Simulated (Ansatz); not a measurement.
# Run report: ZnH3ClO3, nudged elastic band

The run: nudged elastic band of ZnH3ClO3. Method and program: RKS PBE/def2-SVP (Ansatz 0.2.0).

It belongs to a series of runs on one base structure; here: band between the two ends.

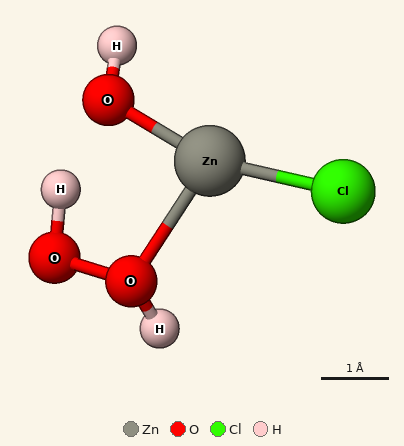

Fig. 1: The starting structure (ball-and-stick view, seen at a tilt). Sticks mark near contacts. Bond lengths as drawn: Cl–Zn 2.13 Å, H–O 0.97 to 1.03 Å, O–O 1.46 Å and O–Zn 1.84 to 2.17 Å.

Input file:
```yaml
crystal:
  periodic: [false, false, false]
  atoms:
    - { symbol: Zn, position_ang: [-0.720672, 0.168689, -0.911597] }
    - { symbol: O, position_ang: [0.921911, -0.645242, -1.033885] }
    - { symbol: Cl, position_ang: [-2.523781, 1.181852, -1.401008] }
    - { symbol: H, position_ang: [1.17682, -0.533508, 0.545449] }
    - { symbol: O, position_ang: [0.879981, -0.370145, 1.514322] }
    - { symbol: O, position_ang: [-0.536565, -0.133343, 1.225303] }
    - { symbol: H, position_ang: [1.524388, -0.318314, -1.724001] }
    - { symbol: H, position_ang: [-0.722082, 0.650009, 1.785314] }
basis:
  gaussian: { orbitals: def2-SVP }
hamiltonian:
  xc: pbe
neb:
  order_check: false
  images: 5
  f_tol: 0.05
  max_iterations: 60
  final_atoms:
    - { symbol: Zn, position_ang: [-0.62056189, 0.54940661, -0.4860665] }
    - { symbol: O, position_ang: [0.88686108, -0.87463162, -1.01274911] }
    - { symbol: Cl, position_ang: [-2.21878526, 1.1991404, -1.72648337] }
    - { symbol: H, position_ang: [1.25419525, -0.56244337, -0.12816561] }
    - { symbol: O, position_ang: [0.49869399, 0.60578422, 1.07575398] }
    - { symbol: O, position_ang: [-0.48080292, -0.41033163, 1.61018005] }
    - { symbol: H, position_ang: [1.53735874, -0.60715084, -1.69006345] }
    - { symbol: H, position_ang: [-0.85695898, 0.10022423, 2.35749102] }
  initial_path:
    images:
      - { positions_ang: [[-0.720672, 0.168689, -0.911597], [0.921911, -0.645242, -1.033885], [-2.523781, 1.181852, -1.401008], [1.17682, -0.533508, 0.545449], [0.879981, -0.370145, 1.514322], [-0.536565, -0.133343, 1.225303], [1.524388, -0.318314, -1.724001], [-0.722082, 0.650009, 1.785314]] }
      - { positions_ang: [[-0.65455229, 0.31778352, -0.91783624], [0.9489077, -0.74991703, -1.03483944], [-2.52163116, 1.17758789, -1.31112043], [1.12884601, -0.49517271, 0.40335949], [0.78600087, -0.09733196, 1.32723205], [-0.5737332, -0.15230752, 1.24417966], [1.62996254, -0.46443629, -1.63338705], [-0.74380048, 0.4637921, 1.92230896]] }
      - { positions_ang: [[-0.58843257, 0.46687804, -0.92407548], [0.9759044, -0.85459206, -1.03579387], [-2.51948131, 1.17332378, -1.22123285], [1.08087202, -0.45683743, 0.26126997], [0.69202075, 0.17548108, 1.1401421], [-0.6109014, -0.17127203, 1.26305631], [1.73553709, -0.61055858, -1.54277311], [-0.76551896, 0.27757519, 2.05930392]] }
      - { positions_ang: [[-0.52231286, 0.61597256, -0.93031472], [1.00290109, -0.9592671, -1.03674831], [-2.51733147, 1.16905967, -1.13134528], [1.03289803, -0.41850214, 0.11918046], [0.59804062, 0.44829412, 0.95305215], [-0.6480696, -0.19023655, 1.28193297], [1.84111163, -0.75668087, -1.45215916], [-0.78723745, 0.09135829, 2.19629888]] }
      - { positions_ang: [[-0.55506254, 0.59378391, -0.78223198], [0.96422109, -0.93105527, -1.02874857], [-2.41781607, 1.17908658, -1.32972464], [1.10666377, -0.46648255, 0.03673177], [0.56492508, 0.50079082, 0.99395276], [-0.59231404, -0.26360158, 1.39134866], [1.73986066, -0.70683752, -1.53146059], [-0.81047796, 0.0943136, 2.25002959]] }
      - { positions_ang: [[-0.58781222, 0.57159526, -0.63414924], [0.92554108, -0.90284344, -1.02074884], [-2.31830066, 1.18911349, -1.52810401], [1.18042951, -0.51446296, -0.04571692], [0.53180954, 0.55328752, 1.03485337], [-0.53655848, -0.33696661, 1.50076435], [1.6386097, -0.65699418, -1.61076202], [-0.83371847, 0.09726891, 2.3037603]] }
      - { positions_ang: [[-0.62056189, 0.54940661, -0.4860665], [0.88686108, -0.87463162, -1.01274911], [-2.21878526, 1.1991404, -1.72648337], [1.25419525, -0.56244337, -0.12816561], [0.49869399, 0.60578422, 1.07575398], [-0.48080292, -0.41033163, 1.61018005], [1.53735874, -0.60715084, -1.69006345], [-0.85695898, 0.10022423, 2.35749102]] }
```

Hardware: 2 threads of Arm Neoverse V1, 24 GiB of memory available, shared host.

Launch command:
```bash
ansatz run input.yaml --threads 2 --pin off --max-ram 3072MiB --backend cpu --events-out ev --progress --plain --runs-dir out
```

Log:
```
Engine: ansatz 0.2.0, aarch64-unknown-linux-gnu
Functional definition: PBE
  parameter kappa = 0.804
  parameter beta = 0.06672455060314922
  exchange = pbe_x(kappa = kappa, mu = beta*pi^2/3)
  correlation = pbe_c(beta = beta)
1156 factors; their error is unknown
mean field evaluation 1: about -67087.1035 eV, gradient 7.9e1 eV
mean field evaluation 2: about -67004.8415 eV, gradient 2.0e2 eV
mean field evaluation 4: about -67096.9653 eV, gradient 1.9e1 eV
mean field evaluation 8: about -67097.5409 eV, gradient 2.8e-1 eV
mean field evaluation 16: about -67097.4863 eV, gradient 4.2e-4 eV
mean field -67097.48631452 eV, -2465.7871417489 hartree, gradient 6.2e-5 eV, S^2 0.000000; 0 other end points of the search recorded, 0 dependent functions left out
the calculation of the forces begins
reference -67097.48635751 eV, -2465.7871433286 hartree; 37, 37 occupied and 69, 69 virtual orbitals, 1156 factors
1156 factors; their error is unknown
mean field evaluation 32: about -67097.3449 eV, gradient 1.7e-3 eV
mean field -67097.34487387 eV, -2465.7819439009 hartree, gradient 5.4e-5 eV, S^2 0.000000; 0 other end points of the search recorded, 0 dependent functions left out
[... from here on the field's lines of each further geometry are left out, up to the last ...]
NEB iter   1: max|band force component| = 5.237e0 eV/Å  barrier→ = 1.0683 eV  barrier← = 0.9269 eV  Δτ_max = 0.2000 Å  (192 SCF iters)
NEB iter   2: max|band force component| = 2.397e0 eV/Å  barrier→ = 0.5004 eV  barrier← = 0.3590 eV  Δτ_max = 0.2000 Å  (157 SCF iters)
NEB iter   3: max|band force component| = 1.301e0 eV/Å  barrier→ = 0.3796 eV  barrier← = 0.2381 eV  Δτ_max = 0.2000 Å  (162 SCF iters)
NEB iter   4: max|band force component| = 7.132e-1 eV/Å  barrier→ = 0.3063 eV  barrier← = 0.1649 eV  Δτ_max = 0.0462 Å  (157 SCF iters)
NEB iter   5: max|band force component| = 3.033e-1 eV/Å  barrier→ = 0.2876 eV  barrier← = 0.1462 eV  CI = image 4  Δτ_max = 0.1166 Å  (143 SCF iters)
NEB iter   6: max|band force component| = 3.024e-1 eV/Å  barrier→ = 0.2940 eV  barrier← = 0.1526 eV  CI = image 4  Δτ_max = 0.0890 Å  (146 SCF iters)
NEB iter   7: max|band force component| = 1.527e-1 eV/Å  barrier→ = 0.2914 eV  barrier← = 0.1499 eV  CI = image 4  Δτ_max = 0.0222 Å  (143 SCF iters)
NEB iter   8: max|band force component| = 1.453e-1 eV/Å  barrier→ = 0.2906 eV  barrier← = 0.1492 eV  CI = image 4  Δτ_max = 0.0125 Å  (147 SCF iters)
NEB iter   9: max|band force component| = 5.522e-2 eV/Å  barrier→ = 0.2905 eV  barrier← = 0.1491 eV  CI = image 4  Δτ_max = 0.0041 Å  (142 SCF iters)
the calculation of the forces begins
reference -67097.31029092 eV, -2465.7806730009 hartree; 37, 37 occupied and 69, 69 virtual orbitals, 1156 factors
1156 factors; their error is unknown
mean field -67097.19583983 eV, -2465.7764670010 hartree, gradient 1.6e-5 eV, S^2 0.000000; 1 other end points of the search recorded, 0 dependent functions left out
the calculation of the forces begins
reference -67097.19588437 eV, -2465.7764686378 hartree; 37, 37 occupied and 69, 69 virtual orbitals, 1156 factors
NEB iter  10: max|band force component| = 1.599e-2 eV/Å  barrier→ = 0.2905 eV  barrier← = 0.1490 eV  CI = image 4  Δτ_max = 0.0000 Å  (273 SCF iters)
```

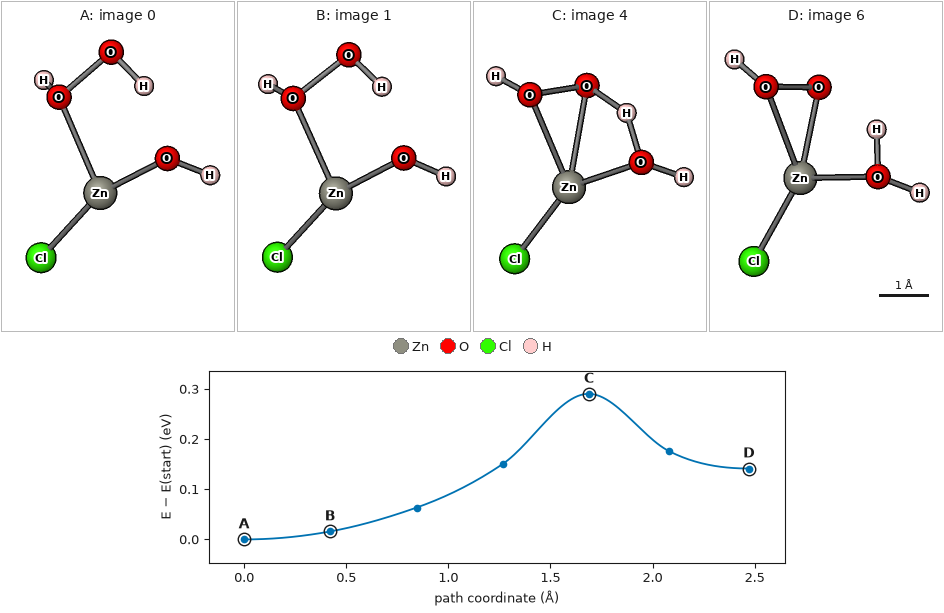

Fig. 2: Images of the last band (counted from 0; ball-and-stick, seen at a tilt) above the energy along the path; the line is a cubic interpolation that uses the forces. The highest image is number 4, 0.290 eV above the start and 0.149 eV above the end (the climbing image); the end lies 0.141 eV above the start. The path is 2.47 Å long. The band converged in 10 iterations.

```
Total energy: -67097.19588437 eV, -2465.7764686378 hartree
Atom 0 at    -0.637428     0.285839    -0.663956 Å, force     0.001743    -0.000625    -0.001325 eV/Å
Atom 1 at     0.911632    -0.892101    -0.917279 Å, force     0.016572     0.006900    -0.006985 eV/Å
Atom 2 at    -2.322857     1.316261    -1.445670 Å, force    -0.002496     0.001407     0.000528 eV/Å
Atom 3 at     1.138730    -0.315563     0.127455 Å, force    -0.000065    -0.006444    -0.009335 eV/Å
Atom 4 at     0.693574     0.479034     1.012396 Å, force    -0.001269     0.005550     0.008119 eV/Å
Atom 5 at    -0.451048    -0.415272     1.413663 Å, force     0.002175    -0.005872    -0.003756 eV/Å
Atom 6 at     1.546272    -0.621104    -1.607108 Å, force    -0.012420    -0.006360     0.008837 eV/Å
Atom 7 at    -0.878875     0.162905     2.080396 Å, force    -0.004241     0.005443     0.003918 eV/Å
Dipole moment:     0.327122    -0.049460     0.097329 e Å
this run last wrote the band of iteration 10 to [file]
```

The last band as extended XYZ (Å, eV, eV/Å):
```
8
Properties=species:S:1:pos:R:3:forces:R:3 image=0 energy=-67097.48632
Zn   -0.7207    0.1687   -0.9116   -0.0048   0.0027  -0.0018
O     0.9219   -0.6452   -1.0339    0.0135  -0.0054   0.0025
Cl   -2.5238    1.1819   -1.4010    0.0031  -0.0015   0.0021
H     1.1768   -0.5335    0.5454   -0.0042   0.0031  -0.0026
O     0.8800   -0.3701    1.5143    0.0002  -0.0025   0.0000
O    -0.5366   -0.1333    1.2253   -0.0021   0.0087   0.0005
H     1.5244   -0.3183   -1.7240   -0.0067   0.0009  -0.0005
H    -0.7221    0.6500    1.7853    0.0009  -0.0059  -0.0003
8
Properties=species:S:1:pos:R:3:forces:R:3 image=1 energy=-67097.47035
Zn   -0.7076    0.1450   -0.8985   -0.0037  -0.0005  -0.0063
O     0.9135   -0.7129   -1.0274    0.0033   0.0174  -0.0016
Cl   -2.4482    1.2773   -1.3545   -0.0187  -0.0180  -0.0030
H     1.2145   -0.4018    0.5276    0.0010  -0.0192   0.0118
O     0.9227   -0.1261    1.4722    0.0101  -0.0449   0.0186
O    -0.5228   -0.2229    1.2265   -0.0074   0.0120  -0.0109
H     1.4901   -0.4413   -1.7624    0.0027   0.0148  -0.0021
H    -0.8622    0.4825    1.8164    0.0127   0.0385  -0.0066
8
Properties=species:S:1:pos:R:3:forces:R:3 image=2 energy=-67097.42285
Zn   -0.6959    0.1203   -0.8640   -0.0180  -0.0206  -0.0229
O     0.8955   -0.8020   -1.0102    0.0053   0.0246  -0.0045
Cl   -2.3758    1.3297   -1.3477   -0.0264  -0.0211   0.0099
H     1.2153   -0.2760    0.4733    0.0207  -0.0155   0.0369
O     0.9085    0.1560    1.3570    0.0369  -0.0730   0.0692
O    -0.4922   -0.3028    1.2606   -0.0005   0.0250  -0.0325
H     1.4671   -0.5433   -1.7543   -0.0089   0.0192  -0.0252
H    -0.9225    0.3180    1.8853   -0.0090   0.0613  -0.0310
8
Properties=species:S:1:pos:R:3:forces:R:3 image=3 energy=-67097.33579
Zn   -0.6587    0.1610   -0.7999   -0.0188  -0.0968  -0.1063
O     0.8878   -0.8745   -0.9793   -0.0133   0.0060  -0.0452
Cl   -2.3290    1.3380   -1.3822   -0.0096   0.0042   0.0460
H     1.1649   -0.2178    0.3623    0.0203   0.0783   0.1790
O     0.8069    0.3798    1.1592    0.0863  -0.0683   0.0999
O    -0.4630   -0.3776    1.3310   -0.0053   0.0351  -0.0521
H     1.4940   -0.5993   -1.6906   -0.0482   0.0047  -0.0605
H    -0.9029    0.1904    1.9995   -0.0113   0.0368  -0.0608
8
Properties=species:S:1:pos:R:3:forces:R:3 image=4 energy=-67097.19584
Zn   -0.6374    0.2858   -0.6640    0.0017  -0.0006  -0.0013
O     0.9116   -0.8921   -0.9173    0.0166   0.0069  -0.0070
Cl   -2.3229    1.3163   -1.4457   -0.0025   0.0014   0.0005
H     1.1387   -0.3156    0.1275   -0.0001  -0.0064  -0.0093
O     0.6936    0.4790    1.0124   -0.0013   0.0056   0.0081
O    -0.4510   -0.4153    1.4137    0.0022  -0.0059  -0.0038
H     1.5463   -0.6211   -1.6071   -0.0124  -0.0064   0.0088
H    -0.8789    0.1629    2.0804   -0.0042   0.0054   0.0039
8
Properties=species:S:1:pos:R:3:forces:R:3 image=5 energy=-67097.31025
Zn   -0.6216    0.4396   -0.5420    0.0078   0.0942   0.0749
O     0.9191   -0.9073   -0.9450    0.0152   0.0008  -0.0214
Cl   -2.3098    1.2623   -1.5377    0.0074  -0.0305  -0.0533
H     1.2172   -0.4764   -0.0495    0.0444  -0.0984  -0.1031
O     0.5863    0.5812    1.0222   -0.0613   0.0637   0.0048
O    -0.4587   -0.4096    1.4961   -0.0108  -0.0043   0.0539
H     1.5709   -0.6315   -1.6176    0.0092  -0.0065  -0.0086
H    -0.9034    0.1416    2.1735   -0.0119  -0.0189   0.0527
8
Properties=species:S:1:pos:R:3:forces:R:3 image=6 energy=-67097.34487
Zn   -0.6206    0.5494   -0.4861   -0.0001  -0.0024   0.0063
O     0.8869   -0.8746   -1.0127   -0.0113  -0.0021   0.0036
Cl   -2.2188    1.1991   -1.7265   -0.0049   0.0021  -0.0060
H     1.2542   -0.5624   -0.1282    0.0018   0.0018  -0.0078
O     0.4987    0.6058    1.0758    0.0083   0.0076   0.0040
O    -0.4808   -0.4103    1.6102   -0.0024  -0.0140  -0.0002
H     1.5374   -0.6072   -1.6901    0.0094   0.0007   0.0010
H    -0.8570    0.1002    2.3575   -0.0007   0.0064  -0.0011
```

Summary:

| quantity | value |
| --- | --- |
| outcome | converged |
| barrier, forward | 0.290 eV |
| barrier, backward | 0.149 eV |
| wall time | 1.8 min (CPU time 3.5 min) |
| peak memory | 0.15 GiB |

Remarks:

The order of the saddle point was not checked.
